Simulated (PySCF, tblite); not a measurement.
**B2F3H2Si radical: geometry, infrared bands and EPR parameters**

Wanted: the infrared bands and EPR parameters of B2F3H2Si radical (`FB[SiH]B(F)F`), by calculation.

Computed with tblite 0.8.0 and PySCF 2.14.0, with density-fitted response routines of our own, on a single molecule in the gas phase. Atoms count from 0, in the outputs and in this text.

## (1) The starting structure

8 atoms, charge 0, multiplicity 2; geometry from: force field or distance geometry start.

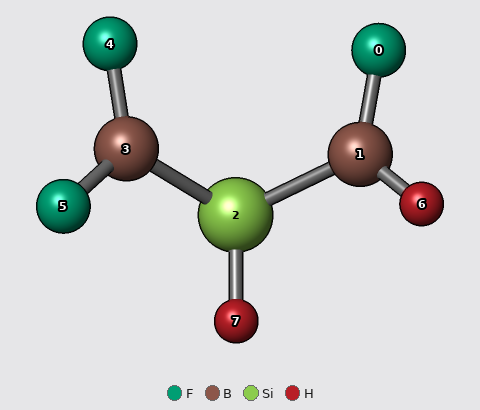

The starting geometry (fluorine teal, boron brown, silicon green, hydrogen red), atoms numbered; sticks join atoms by distance.

## (2) Relaxing the molecule with GFN2-xTB

The job: settings as JSON, then the geometry in Å.

```
{"job": {"kind": "relax", "xc": "GFN2-xTB", "basis": "xTB"}, "charge": 0, "multiplicity": 2}
F      1.460200     1.804800    -0.807600
B      1.516500     0.528700    -0.158100
Si     0.170800    -0.819600    -0.486800
B     -1.571900    -0.108600     0.020600
F     -2.089000     1.072800    -0.596800
F     -2.329000    -0.760600     1.077300
H      2.388600     0.305000     0.618900
H      0.463000    -2.013100     0.308100
```

Started as:

```bash
> OMP_NUM_THREADS=1 python probes_run.py task.json out
```

The driver reads the jobs from task.json and runs them one after another.

The program printed:

```text
step      E/eV     max force
  0    -529.49573    3.226
  1    -529.93476    2.187
  2    -530.10330    2.024
  3    -530.18424    0.823
  4    -530.23026    0.514
  5    -530.25545    0.544
  6    -530.27445    0.556
  7    -530.29910    0.412
  8    -530.32117    0.393
  9    -530.34267    0.436
 10    -530.35885    0.433
 11    -530.37690    0.441
 12    -530.39769    0.546
 13    -530.41949    0.541
 14    -530.43950    0.518
 15    -530.45214    0.249
 16    -530.45650    0.162
 17    -530.45943    0.165
 18    -530.46332    0.231
 19    -530.46760    0.253
 20    -530.47144    0.173
 21    -530.47440    0.176
 22    -530.47739    0.218
 23    -530.48301    0.338
 24    -530.49416    0.474
 25    -530.50836    0.443
 26    -530.52159    0.324
 27    -530.53203    0.242
 28    -530.53977    0.278
 29    -530.54366    0.455
 30    -530.54579    0.432
 31    -530.55205    0.142
 32    -530.55458    0.150
 33    -530.55922    0.187
 34    -530.56108    0.161
 35    -530.56394    0.069
 36    -530.56438    0.061
 37    -530.56481    0.062
 38    -530.56515    0.054
 39    -530.56551    0.044
 40    -530.56584    0.052
 41    -530.56616    0.050
 42    -530.56641    0.036
 43    -530.56662    0.040
 44    -530.56685    0.050
 45    -530.56712    0.057
 46    -530.56734    0.045
 47    -530.56744    0.025
 48    -530.56751    0.022
 49    -530.56757    0.027
 50    -530.56766    0.032
 51    -530.56777    0.039
 52    -530.56788    0.033
 53    -530.56798    0.030
 54    -530.56808    0.038
 55    -530.56823    0.049
 56    -530.56847    0.057
 57    -530.56878    0.052
 58    -530.56904    0.042
 59    -530.56915    0.026
 60    -530.56921    0.026
 61    -530.56929    0.036
 62    -530.56943    0.051
 63    -530.56964    0.056
 64    -530.56979    0.033
 65    -530.56984    0.033
 66    -530.56986    0.003
```

Run time: 0.47 s. Hardware: 1 thread of Arm Neoverse N1, shared host.

Along the way: (not every step is listed)

```
step  energy from step 0 (eV)  largest force (eV/Å)
   0                   0.0000                3.2258
   1                  -0.4390                2.1866
   2                  -0.6076                2.0243
   3                  -0.6885                0.8231
   4                  -0.7345                0.5136
   5                  -0.7597                0.5443
   6                  -0.7787                0.5561
   7                  -0.8034                0.4122
   8                  -0.8254                0.3927
  13                  -0.9238                0.5405
  18                  -0.9676                0.2315
  23                  -0.9873                0.3378
  28                  -1.0440                0.2781
  33                  -1.0635                0.1873
  38                  -1.0694                0.0544
  43                  -1.0709                0.0401
  48                  -1.0718                0.0216
  53                  -1.0723                0.0300
  58                  -1.0733                0.0418
  61                  -1.0736                0.0361
  62                  -1.0737                0.0506
  63                  -1.0739                0.0564
  64                  -1.0741                0.0333
  65                  -1.0741                0.0326
  66                  -1.0741                0.0033
```

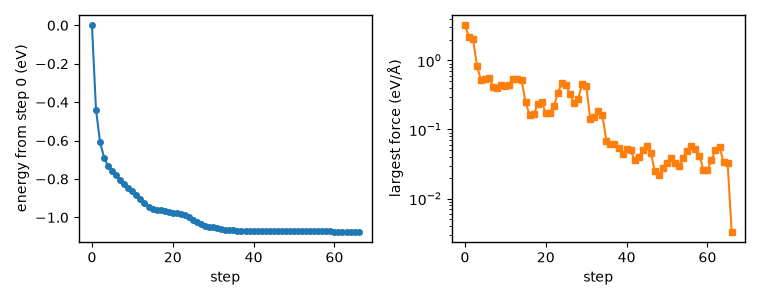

Energy and force, step by step.

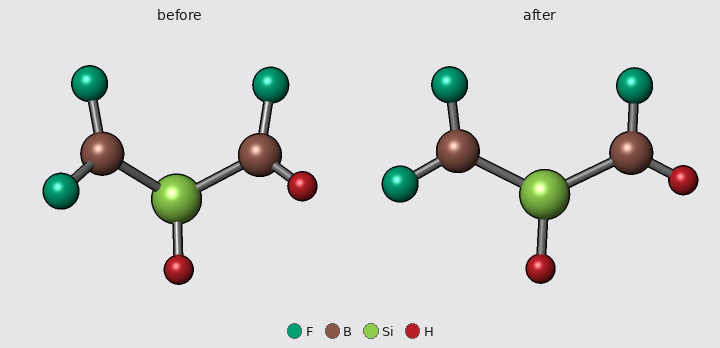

The geometry before (left) and after (right).

Close pairs (by a distance rule), those that changed most:

```
  bond  before (Å)  after (Å)  change (Å)
 B3–F5       1.454      1.329      -0.125
 B3–F4       1.430      1.328      -0.102
 F0–B1       1.433      1.334      -0.099
 B1–H6       1.189      1.177      -0.012
Si2–H7       1.463      1.474      +0.011
B1–Si2       1.933      1.925      -0.008
Si2–B3       1.949      1.944      -0.006
```

The final coordinates are the input of the step that follows.

## (3) Vibrational analysis with GFN2-xTB

The job: settings as JSON, then the geometry in Å.

```
{"job": {"kind": "ir", "xc": "GFN2-xTB", "basis": "xTB"}, "charge": 0, "multiplicity": 2}
F      1.467643     1.807506    -0.568217
B      1.692396     0.549158    -0.188285
Si     0.175575    -0.580236     0.173498
B     -1.712543    -0.133309     0.056177
F     -2.160131     1.064480    -0.303365
F     -2.700495    -0.981916     0.323030
H      2.829882     0.255605    -0.112921
H      0.416730    -1.971874     0.595519
```

The program printed:

```text
mode    cm-1     km/mol
  1      45.3      1.16
  2      63.0      1.84
  3     115.2      0.14
  4     192.8      1.44
  5     342.2     58.72
  6     351.1     22.06
  7     371.1     28.10
  8     396.9      2.58
  9     582.4      1.89
 10     613.2     30.17
 11     636.1     41.26
 12     749.3      2.52
 13    1037.7      9.72
 14    1161.6    746.15
 15    1194.1    167.89
 16    1212.6    361.44
 17    2203.1    324.03
 18    2585.7    113.28
```

It took 0.26 s on 1 thread of Arm Neoverse N1, shared host.

Which atoms move in the most intense modes:

```
cm⁻¹  km/mol                               atoms
 342    58.7                    H7 63 %, B3 28 %
 613    30.2                    H6 63 %, B1 34 %
 636    41.3                             H7 88 %
1162   746.1                    B3 41 %, B1 26 %
1194   167.9                    B3 67 %, F5 21 %
1213   361.4  B1 36 %, B3 33 %, F0 12 %, F4 12 %
2203   324.0                             H7 97 %
2586   113.3                             H6 92 %
```

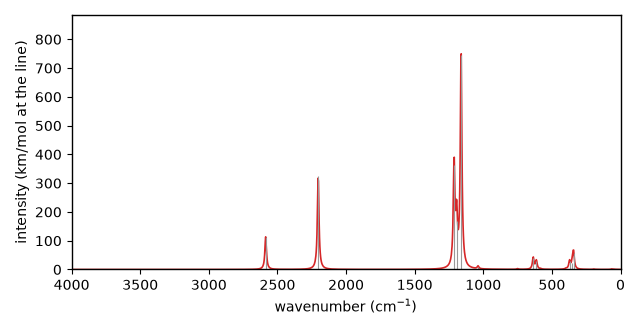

The infrared spectrum from these modes, unscaled. Lines are broadened to a width of 14 cm⁻¹ (Lorentzian).

## (4) g tensor and hyperfine couplings: B3LYP/pcH-1

Same as in step 3 but for these lines:

```diff
@@ -1,2 +1,2 @@
-{"job": {"kind": "ir", "xc": "GFN2-xTB", "basis": "xTB"}, "charge": 0, "multiplicity": 2}
+{"job": {"kind": "epr", "basis": "pcH-1"}, "charge": 0, "multiplicity": 2}
 F      1.467643     1.807506    -0.568217
```

With the program's defaults for keys left out, this is: UKS B3LYP, pcH-1 on B F H Si, non-relativistic, mean-field spin-orbit, GIAO.

The program printed:

```text
UKS, coarse grid
  cycle   1  E = -639.97094619  |g| = 5.73e-01
  cycle   2  E = -639.77006353  |g| = 1.01e+00
  cycle   3  E = -640.07371309  |g| = 5.41e-02
  cycle   4  E = -640.07415050  |g| = 4.46e-02
  cycle   5  E = -640.07474133  |g| = 5.83e-03
  cycle   6  E = -640.07475509  |g| = 1.89e-03
  cycle   7  E = -640.07475790  |g| = 6.00e-04
UKS, final grid
  cycle   1  E = -640.07477124  |g| = 7.40e-04
  cycle   2  E = -640.07477103  |g| = 1.11e-03
  cycle   3  E = -640.07477152  |g| = 1.29e-04
  cycle   4  E = -640.07477153  |g| = 3.65e-05
  cycle   5  E = -640.07477153  |g| = 1.44e-05
E = -640.07477153 Eh   <S^2> = 0.7526 (exact 0.7500)
g shifts (ppm)      1          2          3
  rmc          -127       -127       -127
  gc             -0         35         32
  oz_so         -14       2484       3681
  total        -141       2393       3586
hyperfine (MHz)  atom isotope    a_iso     a_fc   dipolar eigenvalues
    0   19F      27.54      27.68    -65.27    -58.50    123.77
    1   11B     -13.80     -13.74     -6.00     -5.37     11.38
    2  29Si     -79.35     -80.08   -163.24     80.32     82.92
    3   11B     -22.17     -22.14     -3.83     -2.14      5.97
    4   19F       8.58       8.60    -31.30    -30.08     61.38
    5   19F       7.37       7.41    -30.65    -27.51     58.16
    6    1H     -11.15     -11.15     -4.55     -1.10      5.65
    7    1H     -37.40     -37.43     -9.91      2.47      7.44
```

Wall time 47 s (1 thread of Arm Neoverse N1, shared host); peak memory 0.58 GiB.

Principal g values 2.00218, 2.00471, 2.00590; g(iso) = 2.00427, against 2.00232 for a free electron.

Hyperfine couplings; where a row names several nuclei, a(iso) is their mean (it holds for fast rotation or exchange) and the dipolar term the largest among them:

```
nuclei  isotope  a(iso) (MHz)  a(iso) (G, at g = 2.0023)  largest dipolar term (MHz)
   Si2     29Si         -79.4                      -28.3                      -163.2
    H7       1H         -37.4                      -13.3                        -9.9
    F0      19F          27.5                        9.8                       123.8
    B3      11B         -22.2                       -7.9                         6.0
    B1      11B         -13.8                       -4.9                        11.4
    H6       1H         -11.2                       -4.0                         5.6
F4, F5      19F           8.0                        2.8                        61.4
```

Mulliken spin populations:

```
atom  value (e)
  F0       0.02
  B1       0.08
 Si2       0.91
  B3       0.01
  F4       0.01
  F5       0.01
  H6      -0.01
  H7      -0.04
```

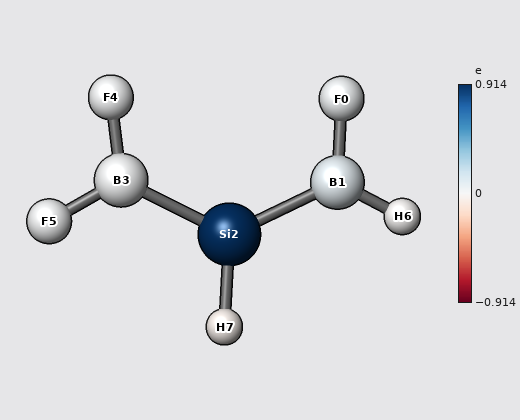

Mulliken spin populations, as colours on the atoms.

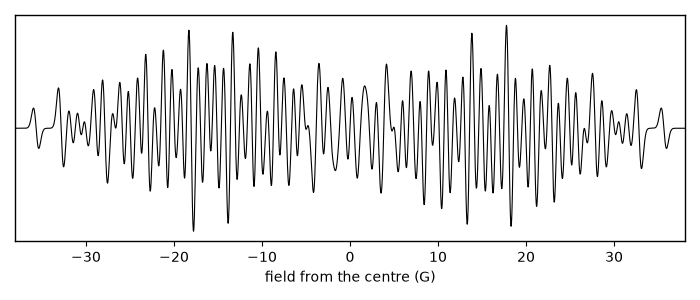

First-order isotropic spectrum (first derivative, main isotopes with spin only, couplings over 0.8 MHz, Gaussian width 0.3 G; couplings of the frozen geometry, rotation of groups not averaged beyond the rows shown).

Orbitals, density, ELF and potential are computed afterwards from the orbital file.

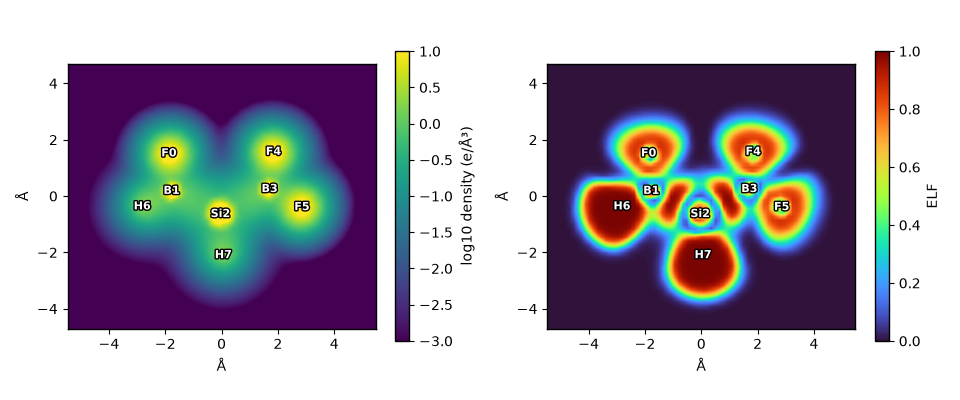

Density (left) and ELF (right) in a plane through or near 8 of the atoms.

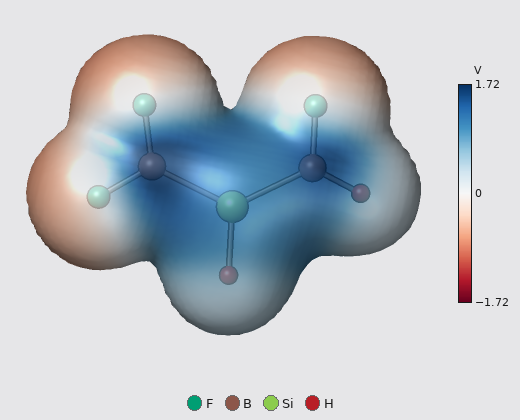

Electrostatic potential on the surface of density 0.002 e/bohr³; red is low, blue high. It runs from -0.70 V near F4 to 1.72 V near B3.

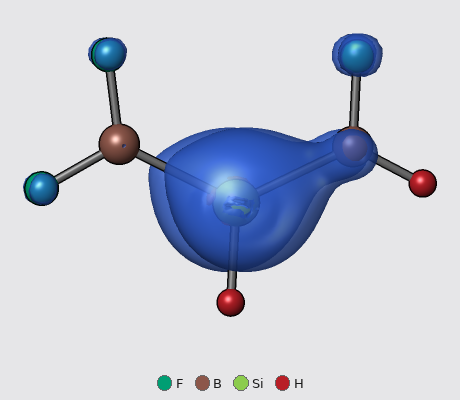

Spin density at ±0.03 e/Å³ (alpha excess blue, beta excess red).

## (5) Outcome

| quantity | value |
| --- | --- |
| strongest single infrared mode (GFN2-xTB) | 1162 cm⁻¹, 746 km/mol |
| zero-point energy (GFN2-xTB) | 19.8 kcal/mol |
| g(iso) (B3LYP) | 2.00427 |
| ⟨S²⟩ | 0.753 (exact 0.75) |
| largest a(iso) (averaged by class) | 29Si on Si2, -79.4 MHz |
| surface potential, least and greatest | -0.70 V and 1.72 V |

Over 66 steps the energy fell by 1.074 eV; of the close pairs, B3–F5 changed most, 1.454 to 1.329 Å. No mode is imaginary among the 18: a minimum at this level. The strongest single mode, at 1162 cm⁻¹, is spread over many atoms; the largest shares are those of B3, B1. Unscaled tight-binding wavenumbers are off by several per cent, some by more. Its intensities can rank the bands wrongly. Most of the unpaired spin sits on Si2 (0.91 e). The isotropic g lies 1.9 ppt above the free-electron value.
